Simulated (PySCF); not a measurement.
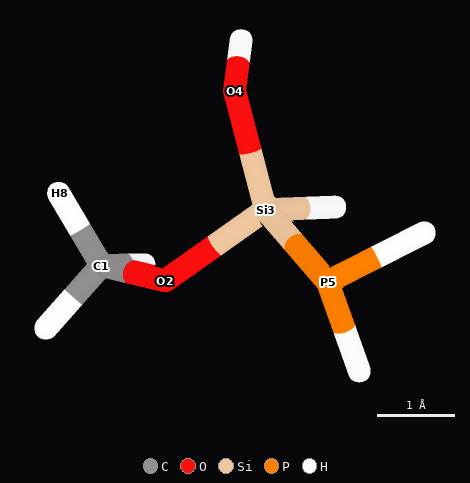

The structure (stick view, seen at a tilt; atoms are numbered from 1 in the order of the input). Bond lengths as drawn: C–H 1.10 to 1.11 Å, C–O 1.40 Å, H–O 0.96 Å, H–P 1.43 Å, H–Si 1.50 Å, O–Si 1.66 Å and P–Si 2.24 Å.

# Excited-state calculation of CH7O2PSi

- system: CH7O2PSi, SMILES CO[Si@@H](O)P
- method: TDDFT CAM-B3LYP/def2-SVPD, vertical, gas phase, core orbitals frozen in the response (PySCF 2.14.0)

The geometry comes from this level: PBE0-D3(BJ)/def2-SVP.

Input file:
```
{"job": {"kind": "uv", "xc": "CAM-B3LYP", "basis": "def2-SVPD", "dynamic": true, "nstates": 6, "ntriplets": 0}, "charge": 0, "multiplicity": 1}
C     -1.463243    -0.890874    -0.145218
O     -0.183466    -0.602217     0.343194
Si     0.759467     0.662944    -0.163940
O      0.097976     2.142349     0.204672
P      2.628142     0.444707     1.048648
H     -1.472484    -1.007970    -1.245707
H     -1.808615    -1.837424     0.297049
H     -2.190817    -0.103795     0.122808
H      0.910102     0.582544    -1.654162
H     -0.383120     2.594043    -0.493629
H      3.382189     1.293006     0.178921
H      3.008834    -0.748051     0.359411
```

The first line tells a small driver script what to run in PySCF; the rest is the geometry in Å.

Launch command:
```bash
OMP_NUM_THREADS=1 python <driver script> task.json out
```

The program's output:
```
coarse grid: 10848 points
cycle   1  E = -823.0364750211  dE =  3.811e-01  |g| = 8.807e-01  |ddm| = 4.251e+00
cycle   2  E = -822.9187765665  dE =  1.177e-01  |g| = 1.206e+00  |ddm| = 1.913e+00
cycle   3  E = -823.1870566750  dE = -2.683e-01  |g| = 4.571e-02  |ddm| = 9.969e-01
cycle   4  E = -823.1875474429  dE = -4.908e-04  |g| = 1.507e-02  |ddm| = 1.055e-01
cycle   5  E = -823.1876149130  dE = -6.747e-05  |g| = 4.832e-03  |ddm| = 4.000e-02
cycle   6  E = -823.1876208402  dE = -5.927e-06  |g| = 2.025e-03  |ddm| = 8.524e-03
final grid: 95080 points
cycle   7  E = -823.3045034001  dE = -1.546e-05  |g| = 3.900e-03  |ddm| = 3.722e-02
cycle   8  E = -823.3045015927  dE =  1.807e-06  |g| = 5.150e-03  |ddm| = 7.591e-03
cycle   9  E = -823.3045062792  dE = -4.686e-06  |g| = 3.339e-04  |ddm| = 3.979e-03
cycle  10  E = -823.3045063044  dE = -2.520e-08  |g| = 1.183e-04  |ddm| = 5.319e-04
cycle  11  E = -823.3045063083  dE = -3.903e-09  |g| = 1.679e-05  |ddm| = 2.221e-04
cycle  12  E = -823.3045063084  dE = -9.322e-11  |g| = 6.477e-06  |ddm| = 4.499e-05
```

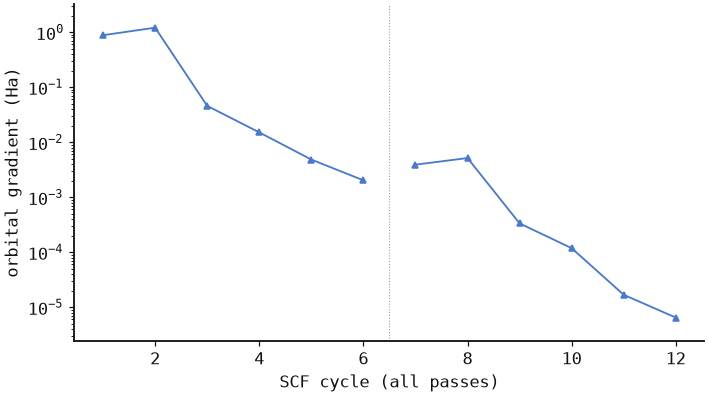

Convergence of the self-consistent field: orbital gradient against the SCF cycle. The dotted line marks the change from a coarse to the final integration grid. The first 6 cycles use a coarse grid, the final grid takes over at cycle 7, and the field converges after 12 cycles in all.

```
converged SCF energy = -823.3045063084

Static polarisability (au): isotropic 74.165, principal 64.842 69.142 88.510

Singlet excitations
state   eV       nm        f      main configurations
  1   6.6754    185.7   0.02316   H->L 0.59, H->L+4 0.16, H->L+3 0.10
  2   6.8814    180.2   0.02834   H->L+1 0.50, H->L+3 0.23, H->L 0.12
  3   7.2970    169.9   0.22778   H->L+2 0.33, H->L+3 0.23, H->L+1 0.15
  4   7.4640    166.1   0.12503   H->L+4 0.35, H->L+2 0.25, H->L+1 0.20
  5   7.5769    163.6   0.03953   H-1->L 0.65
  6   7.8313    158.3   0.00129   H->L+5 0.61
```

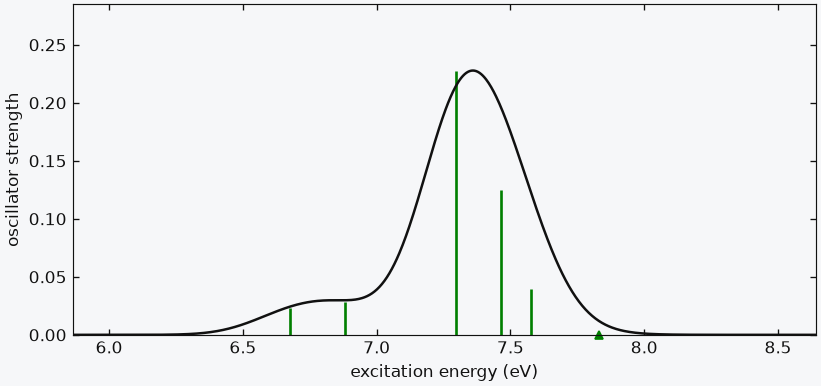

Computed excitations as sticks (degenerate states added up, dark ones marked on the axis), with a Gaussian envelope of 0.35 eV full width at half maximum, scaled to the tallest. Of the 6 states the lowest lies at 6.68 eV (f = 0.023); the strongest line is at 7.30 eV, or 170 nm (f = 0.228).

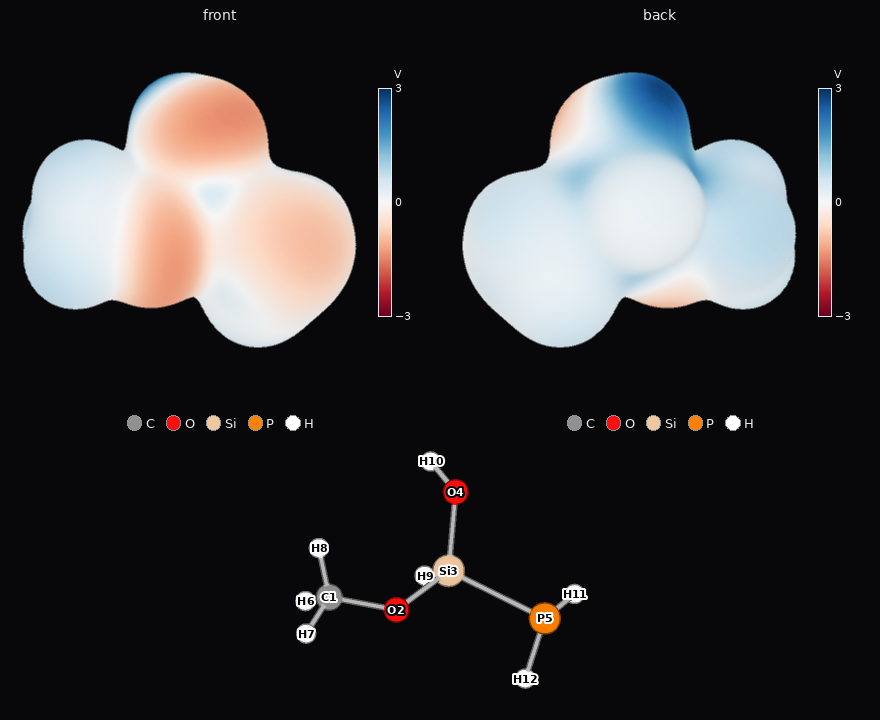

The electrostatic potential painted on the density surface at 0.002 e/bohr³, seen at a tilt and from behind; red is negative and blue positive. The bare structure is drawn below in the same view.

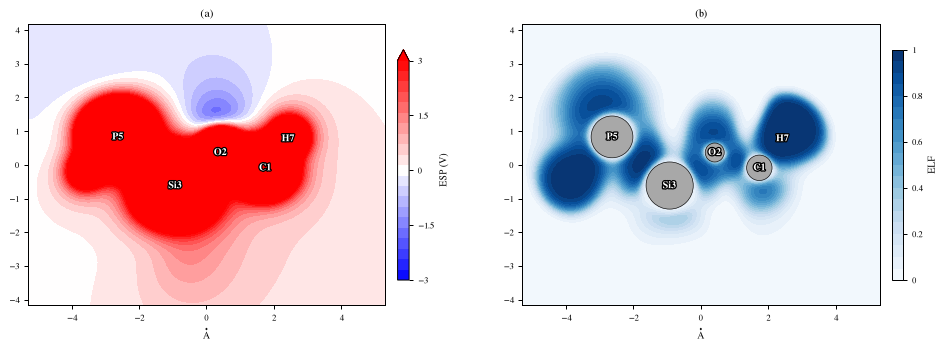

(a) molecular electrostatic potential; (b) ELF on the plane of atoms O2, Si3 and P5. Grey discs, where drawn, cover atomic cores. Atoms in the plane: C, O, Si, P and H. Si–O (1.66 Å): the ELF peaks at about 0.90 between the atoms (a shared but strongly polarised pair).

Summary:

| quantity | value |
| --- | --- |
| outcome | converged |
| total energy | −823.304506 hartree |
| HOMO | −8.78 eV |
| LUMO | 0.69 eV |
| dipole moment | 2.74 D |
| mean polarisability | 74.16 a.u. |
| lowest excitation | 6.68 eV |
| hardware | 1 CPU thread, shared host |
| wall time | 27 s |
| peak memory | 0.77 GiB |
